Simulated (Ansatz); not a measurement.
Take CdTe in the zinc blende structure (space group F-43m, No. 216; a = 6.558 Å) as the base.

Now apply this change: the cell is scaled by 0.9800 in all directions; the atoms relax in the strained cell.

Computed with DFT with r2SCAN, PAW potentials and a 500 eV plane-wave cutoff in Ansatz (an electronic-structure program), no spin-orbit coupling.

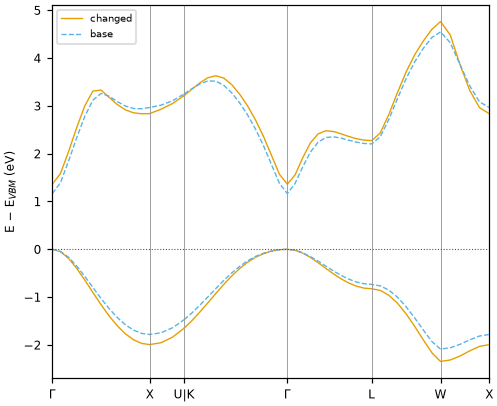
*Highest valence and lowest conduction band along the path, each from its own valence-band maximum*

**Question.** Read the changed gap and its character from the plot.

**Answer.** About 1.4 eV, direct at Γ.

With Te present, leaving out spin-orbit coupling can change the band edges. No phonon test of stability was made.
